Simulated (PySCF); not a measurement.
System: C4H8O2Si.

Input file:

```
{"job": {"kind": "uv", "xc": "wB97X-D", "basis": "def2-SVPD", "nstates": 8, "ntriplets": 3}, "charge": 0, "multiplicity": 1}
C      2.437851    -0.069716    -0.429456
O      1.204951    -0.710415    -0.679253
C      0.199707    -0.369022     0.221957
C     -1.019989    -1.192789    -0.096499
C     -2.088741    -0.503300    -0.466697
Si    -1.626848     1.321080    -0.429954
O     -0.125162     0.991330     0.143721
H      2.329555     1.017311    -0.475381
H      2.826732    -0.349870     0.557009
H      3.119318    -0.409434    -1.206200
H      0.548830    -0.553355     1.258744
H     -0.921997    -2.264174    -0.029810
H     -3.019446    -0.970590    -0.736558
H     -1.563571     1.952212    -1.744447
H     -2.305603     2.118721     0.585255
```

Launched as:

```sh
OMP_NUM_THREADS=1 python probes_run.py task.json out
```

Geometry: GFN2-xTB.

These are results of wB97X-D/def2-SVPD, SCF density, gas phase in PySCF 2.14.0, not measurements.

Question: What can the converged electron density and electron localisation function tell about the bonding?

Answer: C–C (1.32 Å): ρ at the midpoint is about 2.3 e/Å³; the ELF peaks at about 0.90 between the atoms (a multiple bond).
C–O (1.40 Å): ρ at the midpoint is about 2.1 e/Å³, with its minimum of 1.8 e/Å³ about 0.5 Å from C; the ELF peaks at about 0.90 between the atoms: a shared but strongly polarised pair.
Si–O (1.64 Å): ρ is about 1.1 e/Å³ halfway; the ELF peaks at about 0.90 between the atoms (a polar covalent bond).
C–Si (1.88 Å): ρ is about 0.95 e/Å³ halfway; the ELF peaks at about 0.95 between the atoms (a covalent bond).

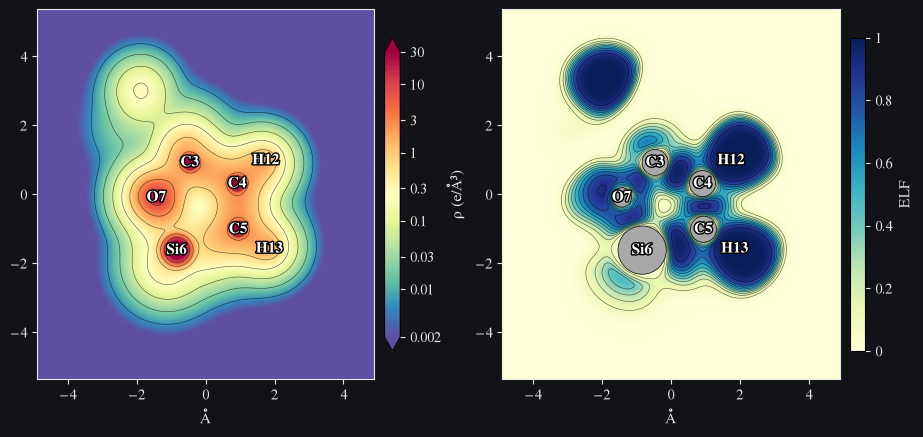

Computed electron density and electron localisation function on the plane of atoms C5, C4 and H12, in this order. Grey discs cover the atomic cores in the ELF map. 
